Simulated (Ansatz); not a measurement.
# Ir (P6_3/mmc): test of the smearing width in Python

How much does the smearing width move the energy of Ir (P6_3/mmc)? Aim: a test of the smearing width, for Ir (P6_3/mmc), run from a script.

This is Ir in the hcp structure; at room conditions it is fcc.

Computed with the Python package of Ansatz 0.2.0. Level of theory: DFT PBEsol+D4, plane waves, PAW.

### 1 Starting point

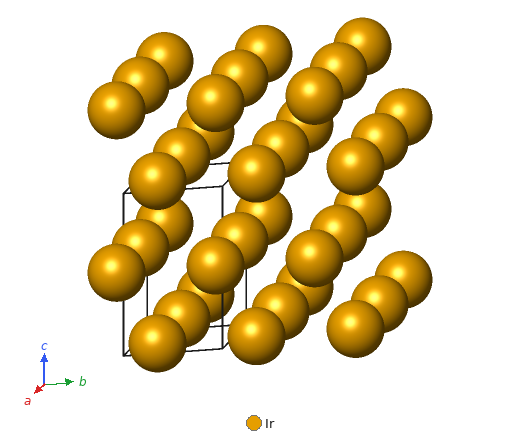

The structure that the script starts from, seen slightly off an axis (iridium amber). 3×3×2 cells are drawn. Atoms on cell faces are repeated.

No structure file is read: the coordinates are typed or built in the script.

### 2 Script

smear_ir.py reads:

```python
"""Smearing width test for Ir."""

import argparse
import csv

import ansatz
import numpy as np

parser = argparse.ArgumentParser(description="Smearing width test for Ir.")
parser.add_argument("--kmesh", type=int, nargs=3, required=True, help="k-point sampling")
parser.add_argument("--xc", default="PBEsol", help="exchange-correlation functional")
parser.add_argument("--dispersion", required=True, help="dispersion correction")
args = parser.parse_args()

vectors = np.array([
    [2.751378, 0.0, 0.0],
    [-1.375689, 2.382763, 0.0],
    [0.0, 0.0, 4.46229],
])
system = (
    ansatz.Lattice.of(vectors)
    .atom("Ir", [2 / 3, 1 / 3, 0.75])
    .atom("Ir", [1 / 3, 2 / 3, 0.25])
)

calc = (
    system.calculation()
    .kpoints(*args.kmesh, shift=0.5)
    .functional(args.xc, dispersion=args.dispersion)
    .scf(self_checks="high")
)

rows = []
for value in [0.3, 0.2, 0.1, 0.05]:
    data = calc.occupations("methfessel_paxton", width=value).run().report
    rows.append((value, data["free_energy_ev"] / len(data["lattice"]["sites"]), data["n_iterations"], data["n_kpoints"]))

with open("smear.csv", "w", newline="") as handle:
    writer = csv.writer(handle)
    writer.writerow(["width (eV)", "F/atom (eV)", "iterations", "k-points"])
    writer.writerows([round(v, 5) if isinstance(v, float) else v for v in row] for row in rows)

# differences from the last row
for row in rows[:-1]:
    shift = 1000 * (row[1] - rows[-1][1])
    print(f"{row[0]}: {shift:+.2f} meV/atom" + ("  (within 2 meV)" if abs(shift) < 2 else ""))
```

### 3 The input behind the calls

The engine receives this input (first run):

```yaml
crystal:
  lattice:
    - [2.751378, 0.0, 0.0]
    - [-1.375689, 2.382763, 0.0]
    - [0.0, 0.0, 4.46229]
  atoms:
    - { symbol: Ir, position: [0.6666666666666666, 0.3333333333333333, 0.75] }
    - { symbol: Ir, position: [0.3333333333333333, 0.6666666666666666, 0.25] }
kpoints:
  mp_grid:
    grid: [7, 7, 4]
    shift: [0.5, 0.5, 0.5]
hamiltonian:
  xc: pbesol
  dispersion: d4
scf:
  self_checks: high
  occupations:
    method: methfessel_paxton
    width: 0.3
```

### 4 Running it

Run with:

```sh
$ python smear_ir.py --kmesh 7 7 4 --dispersion d4
```

Log:

```text
DeckWarning: basis.ecutwfc = 420 eV, auto-derived from the records' recommended cutoffs: set by Ir (normal level)
DeckWarning: crystal.symmetry: narrowed to the stabiliser of the k-point mesh — unitary ops 24 → 8; excluded 16 operations that carry a point of the 7×7×4 mesh (shift [0.5, 0.5, 0.5]) off the mesh (the run samples exactly the mesh kpoints.mp_grid names, as under crystal.symmetry.detect: false, and its converged state has the mesh's symmetry, not the crystal's; ε∞, the Born charges and the force constants of a linear response (`dielectric:` by the response, `phonons.method: dfpt`) are averaged over those of the crystal's operations that the state keeps within a tolerance, where `mesh_tensors`, `unaveraged_element` or `gamma_mean_max_change_ev_ang2` stands beside them; a row that [...]
0.3: -4.70 meV/atom
0.2: -1.90 meV/atom  (within 2 meV)
0.1: -0.23 meV/atom  (within 2 meV)
```

(Warnings from the package without file and line, shortened.)

Run time: 5.2 s. Hardware: 1 thread of Arm Neoverse V2, shared host; peak memory 0.34 GiB.

smear.csv, as written:

```csv
width (eV),F/atom (eV),iterations,k-points
0.3,-11799.42829,5,32
0.2,-11799.42549,5,32
0.1,-11799.42381,5,32
0.05,-11799.42358,5,32
```

### 5 What changed from run to run

The engine's inputs for the other runs:

Run 2, against run 1:

```diff
@@ -20 +20 @@
-    width: 0.3
+    width: 0.2
```

Run 3, against run 1:

```diff
@@ -20 +20 @@
-    width: 0.3
+    width: 0.1
```

Run 4, against run 1:

```diff
@@ -20 +20 @@
-    width: 0.3
+    width: 0.05
```

Lines on the test bed's own set-up are left out of the output.

### 6 Run by run

From the records of these 4 runs:

```tsv
run	width (eV)	energy from run 4 (meV/atom)	the same at zero width (meV/atom)	SCF cycles	CPU time (s)
1	0.3	-4.70	-2.19	5	1.1
2	0.2	-1.90	-0.80	5	1
3	0.1	-0.23	0.05	5	1
4	0.05	0.00	0.00	5	1
```

Energies are free energies F = E - TS of the smeared occupations. 

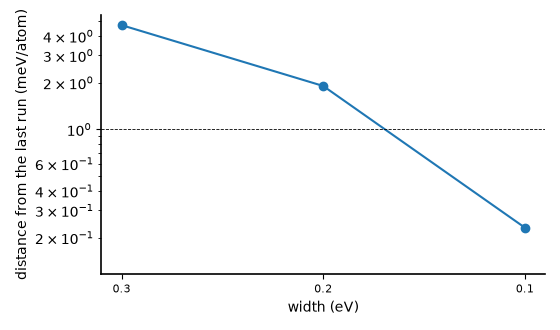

How far each run lies from the last one; the dashed line marks 1 meV/atom.

### 7 Summary of results

```
                              quantity           value
                         runs compared               4
       last run but one, from the last  -0.23 meV/atom
within 5 meV/atom of the last run from             0.3
```

**Reading.** Going from 0.05 to 0.3 eV changes F by -4.7 meV an atom. This scheme is built to cancel the term in the square of the width, but that needs a smooth density of states and a fine mesh, and here a sizeable shift remains. Reading the output:
- The run is spin-unpolarised.
- The mesh is modest for a metal, so energies can be off by several to tens of meV an atom and pressures by half a GPa or more; differences at equal mesh fare better.
- The narrowest width needs the finest mesh, so the last row is no converged reference.
- Spin-orbit coupling, which matters for elements this heavy, is left out.
- This isn't the structure that Ir takes at ambient conditions. Whether this is the phase that is stable at ambient conditions was not tested.
